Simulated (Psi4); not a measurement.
**GeSiNH7 (SMILES [SiH3][NH][GeH3]) at SVWN5/def2-SVP**

Aim: the vertical ionisation energy of GeSiNH7 at SVWN5/def2-SVP, from 2 runs. 

Program for the calculation: Psi4 1.11.

3 further runs of the same task are left out: 3 set aside as unsound or not needed.

**1. The structure to begin with**

GeSiNH7 has 10 atoms, charge 0, and is taken as a singlet. SMILES: `[SiH3][NH][GeH3]`. The coordinates come from a PBE0-D4/def2-TZVP relaxation.

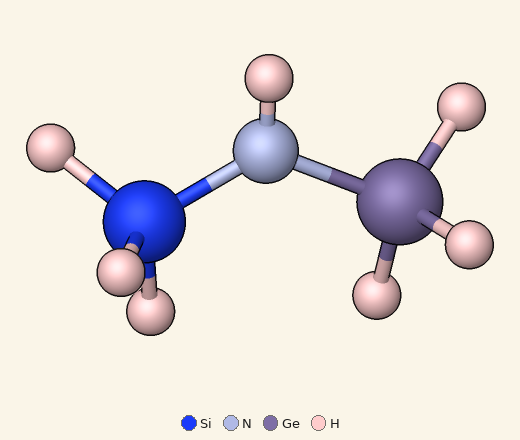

The structure, seen from a chosen angle (silicon blue, nitrogen light blue, germanium purple, hydrogen pink).

**2. Energy and forces at SVWN5/def2-SVP**

Input file geh7nsi.inp:

```
memory 1600 mb

molecule {
  0 1
  Si    -1.146800     0.522200    -0.945600
  N      0.461400     0.319100    -0.375700
  Ge     1.020100    -0.675800     1.066200
  H     -1.923700    -0.668500    -0.512900
  H     -1.160200     0.627200    -2.430500
  H     -1.835500     1.735800    -0.416100
  H      1.159100     0.952900    -0.736500
  H     -0.018900    -1.787400     1.262400
  H      1.119900     0.180400     2.345600
  H      2.407800    -1.257200     0.745900
  symmetry c1
  no_reorient
  no_com
}

set basis def2-SVP
set puream true
set e_convergence 1e-09
set d_convergence 1e-08
set scf_type pk
set dft_radial_points 99
set dft_spherical_points 590

gradient('scf', dft_functional={"name": "SVWN5", "x_functionals": {"LDA_X": {}}, "c_functionals": {"LDA_C_VWN": {}}})
```

On the command line:

```console
$ psi4 -i geh7nsi.inp -o geh7nsi.out -n 1
```

geh7nsi.out:

```text
[...]
  Running in c1 symmetry.
[...]
  Nuclear repulsion =  261.251374790645684
[...]
  Multiplicity = 1
[...]
  Nalpha       = 30
  Nbeta        = 30
[...]
    Number of basis functions: 99
[...]
   @RKS iter   1: -2418.51892549593958   -1.44197e+00   2.60645e-02 DIIS/ADIIS
[...]
   @RKS iter  12: -2420.24915505562512   -1.27329e-11   5.03103e-09 DIIS
[...]
    Orbital Energies [Eh]
    ---------------------
    Doubly Occupied:
       1A   -396.279989     2A    -65.102203     3A    -49.075878
       4A    -43.759899     5A    -43.759556     6A    -43.759245
       7A    -13.847915     8A     -5.948278     9A     -5.022187
      10A     -4.185119    11A     -4.183705    12A     -4.182950
      13A     -3.467207    14A     -3.466025    15A     -3.465422
      16A     -1.111734    17A     -1.109409    18A     -1.108263
      19A     -1.106603    20A     -1.106409    21A     -0.747064
      22A     -0.516411    23A     -0.485274    24A     -0.394327
      25A     -0.338880    26A     -0.325401    27A     -0.305894
      28A     -0.297682    29A     -0.291101    30A     -0.214252
[...]
  @RKS Final Energy: -2420.24915505562512
   => Energetics <=
    Nuclear Repulsion Energy =            261.2513747906456842
    One-Electron Energy =               -3894.2699146788104372
    Two-Electron Energy =                1317.3400296774077560
    DFT Exchange-Correlation Energy =    -104.5706448448682124
    Empirical Dispersion Energy =           0.0000000000000000
    VV10 Nonlocal Energy =                  0.0000000000000000
    Total Energy =                      -2420.2491550556251241
[...]
 Multipole Moments:
 ------------------------------------------------------------------------------------
     Multipole            Electronic (a.u.)      Nuclear  (a.u.)        Total (a.u.)
 ------------------------------------------------------------------------------------
 L = 1.  Multiply by 2.5417464519 to convert [e a0] to [Debye]
 Dipole X            :        -36.5830424           36.9749483            0.3919059
 Dipole Y            :         23.3361487          -23.2396629            0.0964858
 Dipole Z            :        -34.9282376           34.9750511            0.0468135
 Magnitude           :                                                    0.4063142
[...]
  -Total Gradient:
     Atom            X                  Y                   Z
    ------   -----------------  -----------------  -----------------
       1       -0.000886932788    -0.000477973603    -0.001288787530
       2        0.002192342433     0.012686741809    -0.010017995008
       3        0.001797699940    -0.004303397009     0.004595376539
       4        0.003619793155     0.005765638207    -0.001998795665
       5        0.000270802621    -0.000423365288     0.007049736735
       6        0.004054743321    -0.005711899340    -0.002120450181
       7       -0.010720200552    -0.009028466597     0.005278151325
       8        0.001920196312     0.001500773145     0.000258220495
       9       -0.000217180551    -0.001001343861    -0.002368080470
      10       -0.002037760934     0.000999755536     0.000602351784
[...]
```

Wall time 19 s (1 thread of Intel Xeon Platinum 8559C (Emerald Rapids), shared host); peak memory 0.74 GiB.

**3. The doublet cation: the energy at USVWN5/def2-SVP**

Input file geh7nsi.xyz:

```xyz
10
GeH7NSi
Si    -1.146800     0.522200    -0.945600
N      0.461400     0.319100    -0.375700
Ge     1.020100    -0.675800     1.066200
H     -1.923700    -0.668500    -0.512900
H     -1.160200     0.627200    -2.430500
H     -1.835500     1.735800    -0.416100
H      1.159100     0.952900    -0.736500
H     -0.018900    -1.787400     1.262400
H      1.119900     0.180400     2.345600
H      2.407800    -1.257200     0.745900
```

Input file calc.py:

```python
import psi4

psi4.set_memory('1600 MB')
psi4.set_num_threads(1)
psi4.set_output_file('psi4.out', False)

with open('geh7nsi.xyz') as f:
    atoms = ''.join(f.readlines()[2:])
m = psi4.geometry('1 2\n' + atoms + 'symmetry c1\nno_reorient\nno_com')

options = {'basis': 'def2-SVP', 'reference': 'uks', 'puream': True, 'e_convergence': 1e-09, 'd_convergence': 1e-08, 'scf_type': 'pk', 'dft_radial_points': 99, 'dft_spherical_points': 590, 'maxiter': 100}
psi4.set_options(options)

e, wfn = psi4.energy('scf', dft_functional={"name": "SVWN5", "x_functionals": {"LDA_X": {}}, "c_functionals": {"LDA_C_VWN": {}}}, return_wfn=True)
psi4.oeprop(wfn, 'QUADRUPOLE', 'DIPOLE', 'MAYER_INDICES')
print(f'scf energy: {e:.10f} Eh')
```

On the command line:

```console
$ python calc.py
```

psi4.out:

```text
[...]
  Running in c1 symmetry.
[...]
  Nuclear repulsion =  261.251374790645684
[...]
  Multiplicity = 2
[...]
  Nalpha       = 30
  Nbeta        = 29
[...]
    Number of basis functions: 99
[...]
   @UKS iter   1: -2418.34699542238832   -1.27004e+00   2.55301e-02 ADIIS/DIIS
[...]
   @UKS iter  15: -2419.91839892050075   -1.50067e-11   5.02514e-09 DIIS
[...]
   @S^2 Observed:                7.528470441E-01
[...]
    Orbital Energies [Eh]
    ---------------------
    Alpha Occupied:
       1A   -396.490948     2A    -65.316431     3A    -49.287735
       4A    -43.972091     5A    -43.971217     6A    -43.970679
       7A    -14.137125     8A     -6.159707     9A     -5.239838
      10A     -4.398098    11A     -4.394714    12A     -4.393140
      13A     -3.685587    14A     -3.683294    15A     -3.681960
      16A     -1.325025    17A     -1.321445    18A     -1.320011
      19A     -1.317071    20A     -1.316950    21A     -1.017028
      22A     -0.739061    23A     -0.720760    24A     -0.627463
      25A     -0.574544    26A     -0.567150    27A     -0.511036
      28A     -0.504246    29A     -0.492599    30A     -0.474789
    Alpha Virtual:
[...]
  @UKS Final Energy: -2419.91839892050075
   => Energetics <=
    Nuclear Repulsion Energy =            261.2513747906456842
    One-Electron Energy =               -3881.1272312263740787
    Two-Electron Energy =                1304.2133913084230699
    DFT Exchange-Correlation Energy =    -104.2559337931950978
    Empirical Dispersion Energy =           0.0000000000000000
    VV10 Nonlocal Energy =                  0.0000000000000000
    Total Energy =                      -2419.9183989205007492
[...]
 Multipole Moments:
 ------------------------------------------------------------------------------------
     Multipole            Electronic (a.u.)      Nuclear  (a.u.)        Total (a.u.)
 ------------------------------------------------------------------------------------
 L = 1.  Multiply by 2.5417464519 to convert [e a0] to [Debye]
 Dipole X            :        -36.5451131           36.9749483            0.4298352
 Dipole Y            :         23.6419546          -23.2396629            0.4022916
 Dipole Z            :        -34.9497470           34.9750511            0.0253041
 Magnitude           :                                                    0.5892683
 L = 2.  Multiply by 1.3450342976 to convert [e a0^2] to [Debye ang]
 Quadrupole XX       :       -270.3928453          250.0207985          -20.3720468
 Quadrupole XY       :        118.4850158         -120.4455304           -1.9605146
[...]
```

The script printed:

```text
scf energy: -2419.9183989205 Eh
```

Run time: 21 s. Hardware: 1 thread of Intel Xeon Platinum 8559C (Emerald Rapids), shared host; peak memory 0.74 GiB.

**4. Summary of results**

Level: SVWN5/def2-SVP.

| quantity | value |
| --- | --- |
| singlet GeSiNH7: total energy | -2420.24916 Eh |
| singlet GeSiNH7: dipole moment | 1.03 D |
| singlet GeSiNH7: HOMO energy | -5.83 eV |
| singlet GeSiNH7: LUMO energy | -0.69 eV |
| singlet GeSiNH7: HOMO–LUMO gap | 5.14 eV |
| singlet GeSiNH7: largest force on an atom | 0.839 eV/Å |
| doublet cation: total energy | -2419.91840 Eh |
| doublet cation: HOMO energy (highest over α and β) | -12.92 eV |
| doublet cation: LUMO energy (lowest over α and β) | -12.07 eV |
| doublet cation: ⟨S²⟩ | 0.753 |
| vertical ionisation energy (to the doublet cation) | 9.000 eV |

In words: Removing an electron at fixed nuclei costs 9.00 eV (208 kcal/mol). The largest force (singlet GeSiNH7) is 0.84 eV/Å: the shape isn't a stationary point for this species at this level. −ε(HOMO) before ionisation, 5.83 eV, is 3.17 eV below this ionisation energy.
